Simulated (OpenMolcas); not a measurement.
## NaC⁻: relativistic diatomic calculation (part 2 of 2)

Continued. System: NaC⁻. Method: SA-CASSCF(6,8)/XMS-CASPT2 + RASSI spin-orbit (X2C scalar, AMFI), ANO-RCC-VTZP (OpenMolcas).

## Log (extracts), continued
```
++ Dipole transition strengths (spin-free states):
     for osc. strength at least  1.00000000E-05
      From   To        Osc. strength     Einstein coefficients Ax, Ay, Az (sec-1)    Total A (sec-1)
         1    8       2.04957682E-01  2.08055197E+07  1.23171135E+05  0.00000000E+00  2.09286908E+07
         1    9       2.04957680E-01  1.23171134E+05  2.08055196E+07  0.00000000E+00  2.09286907E+07
         1    2       1.26228606E-01  0.00000000E+00  0.00000000E+00  3.40516982E+07  3.40516982E+07
         1   10       4.61314311E-02  2.79509797E+07  6.77484982E+02  0.00000000E+00  2.79516572E+07
         1   11       4.61314323E-02  6.77485496E+02  2.79509809E+07  0.00000000E+00  2.79516584E+07
         1    6       1.18217482E-01  0.00000000E+00  0.00000000E+00  7.47261636E+07  7.47261636E+07
         1   12       5.02774545E-02  3.32417376E+07  4.81528052E+02  0.00000000E+00  3.32422192E+07
         1   13       5.02774530E-02  4.81528131E+02  3.32417376E+07  0.00000000E+00  3.32422191E+07
         1    7       1.39624935E-02  0.00000000E+00  0.00000000E+00  1.15336596E+07  1.15336596E+07
         1   14       2.34816131E-03  2.78001031E+06  9.13891464E+01  0.00000000E+00  2.78010170E+06
         1   15       2.34816234E-03  9.13881625E+01  2.78001155E+06  0.00000000E+00  2.78010294E+06
         8    2       2.75116931E-02  1.09220012E+06  6.46605408E+03  0.00000000E+00  1.09866617E+06
         8    3       1.17142706E-02  3.89965839E+04  1.80076773E+06  0.00000000E+00  1.83976431E+06
         8    4       1.17557770E-02  1.81999127E+06  3.94133369E+04  0.00000000E+00  1.85940461E+06
         8    5       1.19287934E-02  1.16801628E+04  1.97229654E+06  0.00000000E+00  1.98397670E+06
         8   10       1.36270980E-05  0.00000000E+00  0.00000000E+00  2.86914929E+03  2.86914929E+03
         8    6       1.91125667E-02  4.29595880E+06  2.54307416E+04  0.00000000E+00  4.32138954E+06
         8   12       9.17430816E-02  0.00000000E+00  0.00000000E+00  2.23502790E+07  2.23502790E+07
         8   13       4.91366033E-04  0.00000000E+00  0.00000000E+00  1.19705685E+05  1.19705685E+05
         8    7       2.98223180E-03  1.02963722E+06  6.08806679E+03  0.00000000E+00  1.03572528E+06
         8   14       4.83226201E-02  0.00000000E+00  0.00000000E+00  2.85422200E+07  2.85422200E+07
         8   15       2.51083013E-04  0.00000000E+00  0.00000000E+00  1.48304596E+05  1.48304596E+05
         9    2       2.75116906E-02  6.46605400E+03  1.09220002E+06  0.00000000E+00  1.09866607E+06
         9    3       1.17141784E-02  1.80075344E+06  3.89963928E+04  0.00000000E+00  1.83974983E+06
         9    4       1.17557779E-02  3.94125626E+04  1.81999219E+06  0.00000000E+00  1.85940475E+06
         9    5       1.19288896E-02  1.97231280E+06  1.16799005E+04  0.00000000E+00  1.98399270E+06
         9   11       1.36271322E-05  0.00000000E+00  0.00000000E+00  2.86915656E+03  2.86915656E+03
         9    6       1.91125629E-02  2.54307180E+04  4.29595797E+06  0.00000000E+00  4.32138868E+06
         9   12       4.91366009E-04  0.00000000E+00  0.00000000E+00  1.19705673E+05  1.19705673E+05
         9   13       9.17430872E-02  0.00000000E+00  0.00000000E+00  2.23502813E+07  2.23502813E+07
         9    7       2.98223146E-03  6.08806671E+03  1.02963710E+06  0.00000000E+00  1.03572517E+06
         9   14       2.51083075E-04  0.00000000E+00  0.00000000E+00  1.48304631E+05  1.48304631E+05
         9   15       4.83226099E-02  0.00000000E+00  0.00000000E+00  2.85422142E+07  2.85422142E+07
         2   10       2.32859864E-02  1.56223223E+06  3.40407268E+01  0.00000000E+00  1.56226627E+06
         2   11       2.32859871E-02  3.40406451E+01  1.56223235E+06  0.00000000E+00  1.56226639E+06
         2    6       7.52588632E-04  0.00000000E+00  0.00000000E+00  5.71903620E+04  5.71903620E+04
         2   12       2.79835660E-05  2.41443594E+03  8.61625773E-02  0.00000000E+00  2.41452211E+03
         2   13       2.79835026E-05  8.61641743E-02  2.41443066E+03  0.00000000E+00  2.41451683E+03
         2    7       1.04101197E-01  0.00000000E+00  0.00000000E+00  1.57919481E+07  1.57919481E+07
         2   14       4.35845642E-02  1.40961738E+07  3.09153242E+02  0.00000000E+00  1.40964830E+07
         2   15       4.35845572E-02  3.09150490E+02  1.40961717E+07  0.00000000E+00  1.40964809E+07
         3   10       2.44573523E-03  4.50438320E+02  9.12001605E+03  0.00000000E+00  9.57045437E+03
         3   11       2.44575515E-03  9.12009576E+03  4.50438395E+02  0.00000000E+00  9.57053415E+03
         3   12       6.98887075E-04  3.12910460E+02  6.30058760E+03  0.00000000E+00  6.61349806E+03
         3   13       6.98881675E-04  6.30053792E+03  3.12910577E+02  0.00000000E+00  6.61344850E+03
         3   14       1.87895582E-01  1.21887691E+06  2.48170389E+07  0.00000000E+00  2.60359158E+07
         3   15       1.87894150E-01  2.48168409E+07  1.21887698E+06  0.00000000E+00  2.60357179E+07
         4   10       2.39078195E-03  8.51891679E+03  4.20745303E+02  0.00000000E+00  8.93966210E+03
         4   11       2.39078470E-03  4.20751344E+02  8.51892278E+03  0.00000000E+00  8.93967412E+03
         4   12       6.88785032E-04  6.03134143E+03  2.99541916E+02  0.00000000E+00  6.33088335E+03
         4   13       6.88784478E-04  2.99537975E+02  6.03134178E+03  0.00000000E+00  6.33087976E+03
         4   14       1.87185362E-01  2.45368422E+07  1.20512795E+06  0.00000000E+00  2.57419701E+07
         4   15       1.87185219E-01  1.20511195E+06  2.45368389E+07  0.00000000E+00  2.57419508E+07
         5   10       2.23032317E-03  1.68101855E-01  5.80840482E+03  0.00000000E+00  5.80857292E+03
         5   11       2.23030592E-03  5.80836121E+03  1.68134913E-01  0.00000000E+00  5.80852935E+03
         5   12       6.19859064E-04  7.06441974E-02  4.55837336E+03  0.00000000E+00  4.55844400E+03
         5   13       6.19863884E-04  4.55841003E+03  7.06243600E-02  0.00000000E+00  4.55848065E+03
         5   14       1.80958595E-01  5.64915262E+02  2.35458865E+07  0.00000000E+00  2.35464514E+07
         5   15       1.80960105E-01  2.35460835E+07  5.64785483E+02  0.00000000E+00  2.35466483E+07
        10    6       1.16494312E-03  3.22841023E+02  8.79386414E-03  0.00000000E+00  3.22849817E+02
        10    7       1.23389336E-02  2.10021328E+05  4.87823700E+00  0.00000000E+00  2.10026206E+05
        11    6       1.16494264E-03  8.79373718E-03  3.22840660E+02  0.00000000E+00  3.22849454E+02
        11    7       1.23389318E-02  4.87823490E+00  2.10021279E+05  0.00000000E+00  2.10026157E+05
         6   12       2.07757974E-04  6.78749726E+01  1.06607138E-03  0.00000000E+00  6.78760387E+01
         6   13       2.07758007E-04  1.06609423E-03  6.78750688E+01  0.00000000E+00  6.78761349E+01
         6    7       6.01380373E-03  0.00000000E+00  0.00000000E+00  7.79070262E+04  7.79070262E+04
         6   14       1.18273779E-01  1.01563504E+07  2.45421631E+02  0.00000000E+00  1.01565958E+07
         6   15       1.18273807E-01  2.45427147E+02  1.01563531E+07  0.00000000E+00  1.01565985E+07
        12    7       6.23847300E-03  5.71863730E+04  7.78358814E-01  0.00000000E+00  5.71871514E+04
        12   14       1.42406713E-04  0.00000000E+00  0.00000000E+00  1.07669185E+04  1.07669185E+04
        13    7       6.23847256E-03  7.78358276E-01  5.71863554E+04  0.00000000E+00  5.71871338E+04
        13   15       1.42406788E-04  0.00000000E+00  0.00000000E+00  1.07669235E+04  1.07669235E+04
         7   14       2.19180535E-03  7.04009698E+04  1.96567626E+00  0.00000000E+00  7.04029355E+04
         7   15       2.19180516E-03  1.96568483E+00  7.04009665E+04  0.00000000E+00  7.04029321E+04
 Electric-quadrupole - electric-quadrupole not included
 Electric-dipole - electric-octupole not included
 Electric-dipole - magnetic-quadrupole not included
   Eigenvalues of complex Hamiltonian:
  (Shifted by EMIN (a.u.) =       -200.0935965761)
 SO State       Relative EMIN(au)   Rel lowest level(eV)    D:o, cm**(-1)      Omega
     1            -0.0000000136        0.0000000000              0.0000         0.0
     2            -0.0000000125        0.0000000295              0.0002         1.0
     3            -0.0000000125        0.0000000295              0.0002         1.0
     4            -0.0000000093        0.0000001181              0.0010         2.0
     5            -0.0000000093        0.0000001181              0.0010         2.0
     6             0.0563597743        1.5336279576          12369.5437         1.0
     7             0.0563597743        1.5336279576          12369.5437         1.0
     8             0.0563671823        1.5338295407          12371.1696         0.0
     9             0.0563671891        1.5338297246          12371.1710         0.0
    10             0.0563745978        1.5340313257          12372.7971         1.0
    11             0.0563745978        1.5340313257          12372.7971         1.0
    12             0.0563820105        1.5342330365          12374.4240         2.0
    13             0.0563820105        1.5342330369          12374.4240         2.0
    14             0.0563894239        1.5344347657          12376.0510         3.0
    15             0.0563894239        1.5344347657          12376.0510         3.0
    16             0.0916294278        2.4933641212          20110.3379         0.0
    17             0.0916294282        2.4933641338          20110.3380         1.0
    18             0.0916294282        2.4933641338          20110.3380         1.0
    19             0.0916294296        2.4933641716          20110.3383         2.0
    20             0.0916294296        2.4933641716          20110.3383         2.0
    21             0.1262662371        3.4358797169          27712.2388         1.9
    22             0.1262662371        3.4358797171          27712.2388         1.9
    23             0.1262829846        3.4363354409          27715.9145         1.9
    24             0.1262829846        3.4363354409          27715.9145         1.9
    25             0.1262890733        3.4365011234          27717.2508         2.0
    26             0.1265370736        3.4432495555          27771.6806         2.0
    27             0.1265432138        3.4434166390          27773.0282         2.5
    28             0.1265432138        3.4434166390          27773.0282         2.5
    29             0.1265601158        3.4438765661          27776.7378         3.5
    30             0.1265601158        3.4438765660          27776.7378         3.5
    31             0.1283217181        3.4918122045          28163.3648         2.0
    32             0.1283217181        3.4918122045          28163.3648         2.0
    33             0.1283217355        3.4918126787          28163.3686         1.0
    34             0.1283217355        3.4918126787          28163.3686         1.0
    35             0.1283217413        3.4918128368          28163.3699         0.0
    36             0.1372606155        3.7350519955          30125.2260         1.0
    37             0.1372606155        3.7350519955          30125.2260         1.0
    38             0.1372924836        3.7359191715          30132.2202         0.0
    39             0.1372929324        3.7359313820          30132.3187         0.0
    40             0.1373248694        3.7368004321          30139.3281         1.0
    41             0.1373248704        3.7368004604          30139.3283         1.0
    42             0.1373571018        3.7376775205          30146.4023         2.0
    43             0.1373571020        3.7376775267          30146.4023         2.0
    44             0.1373894074        3.7385566015          30153.4925         3.0
    45             0.1373894074        3.7385566015          30153.4925         3.0
    46             0.1402617723        3.8167176312          30783.9038         0.0
    47             0.1402618504        3.8167197579          30783.9209         1.0
    48             0.1402618504        3.8167197579          30783.9209         1.0
    49             0.1402620849        3.8167261375          30783.9724         2.0
    50             0.1402620849        3.8167261375          30783.9724         2.0
    51             0.1434379033        3.9031445600          31480.9839         1.0
    52             0.1434379033        3.9031445600          31480.9839         1.0
    53             0.1434445026        3.
```

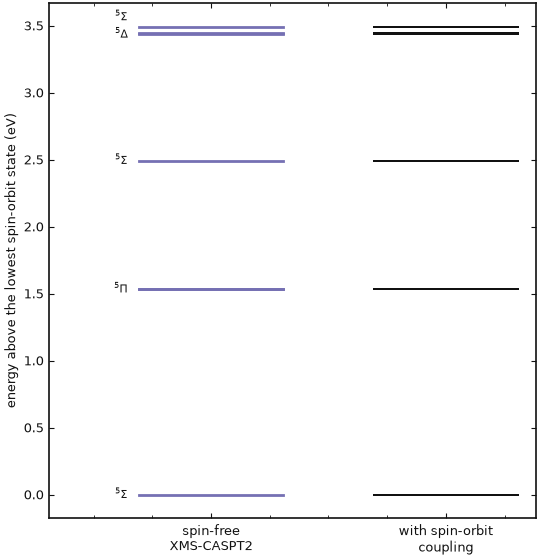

*States up to 3.7 eV at 2.382 Å, without spin-orbit coupling (left, a colour for each spin multiplicity) and with it (right, where close levels merge).*

The spin-free states run ⁵Σ (0.00 eV), ⁵Π (1.53 eV), ⁵Σ (2.49 eV), ⁵Δ (3.44 eV), ⁵Σ (3.49 eV) from the lowest. The lowest spin-orbit levels have |Ω| = 0 (0 cm⁻¹), 1 (0 cm⁻¹), 2 (0 cm⁻¹), 1 (12,370 cm⁻¹), 0 (12,371 cm⁻¹).

## Input
```
&GATEWAY
Coord
2
angstrom
Na 0.0 0.0 0.0
C 0.0 0.0 2.3820
Basis=ANO-RCC-VTZP
Group=XY
RX2C
AMFI
ANGMom
0.0 0.0 0.0
RICD
&SEWARD
&GUESSORB
&RASSCF
FileOrb=$CurrDir/o51.orb
Symmetry=1
Spin=5
nActEl=6 0 0
Inactive=4 2
RAS2=4 4
CIRoot=7 7 1
Linear
Iterations=120 100
OrbListing=Nothing
PRWF=0.15
>>COPY $Project.RasOrb $CurrDir/o51.orb
>>COPY $Project.rasscf.h5 $CurrDir/r51.h5
&CASPT2
XMultistate=all
Imaginary=0.2
IPEA=0.25
MaxIter=40
>>COPY $Project.JobMix JOB001
&RASSCF
FileOrb=$CurrDir/o52.orb
Symmetry=2
Spin=5
nActEl=6 0 0
Inactive=4 2
RAS2=4 4
CIRoot=8 8 1
Linear
Iterations=120 100
OrbListing=Nothing
PRWF=0.15
>>COPY $Project.RasOrb $CurrDir/o52.orb
>>COPY $Project.rasscf.h5 $CurrDir/r52.h5
&CASPT2
XMultistate=all
Imaginary=0.2
IPEA=0.25
MaxIter=40
>>COPY $Project.JobMix JOB002
&RASSCF
CIOnly
FileOrb=$CurrDir/ref.orb
Symmetry=2
Spin=7
nActEl=6 0 0
Inactive=4 2
RAS2=4 4
CIRoot=2 2 1
Linear
Iterations=120 100
OrbListing=Nothing
PRWF=0.15
>>COPY $Project.RasOrb $CurrDir/o72.orb
>>COPY $Project.rasscf.h5 $CurrDir/r72.h5
&CASPT2
XMultistate=all
Imaginary=0.2
IPEA=0.25
MaxIter=40
>>COPY $Project.JobMix JOB003
&RASSI
Nr of JobIphs=3 7 8 2
1 2 3 4 5 6 7
1 2 3 4 5 6 7 8
1 2
SpinOrbit
EJob
Omega
MEES
MESO
Properties=4
'AngMom' 3 'Mltpl  1' 1 'Mltpl  1' 2 'Mltpl  1' 3
Thrs=1.0d-4
>>COPY $Project.rassi.h5 $CurrDir/so.h5
```

The first orbital files come from an earlier step.

Command:
```bash
pymolcas m.inp (one call a module block, same work directory)
```

## Key numbers

- outcome: converged; components of a degenerate state are split by 54 cm⁻¹; whether the anion is bound against detachment isn't tested
- lowest spin-free state: ⁵Σ
- lowest spin-orbit level: Ω = 0, −200.09360 hartree
- next level: Ω = 1, 0 cm⁻¹
- hardware: 1 thread of Intel Xeon @ 2.90GHz (Ice Lake), 12 GiB of memory available, shared host
- wall time: 36 s

## Remarks

Limits: the two components of ⁵Δ at 3.44 eV, degenerate in CASSCF as they must be, are split by 54 cm⁻¹ in XMS-CASPT2, an artefact that passes into its spin-orbit levels; 8 of the 89 spin-orbit states have no clean Ω, so their splittings aren't to be trusted; the run doesn't test whether the anion keeps its extra electron; the basis has no added diffuse functions, and states above the detachment threshold, which may include the lowest, are held only by it.
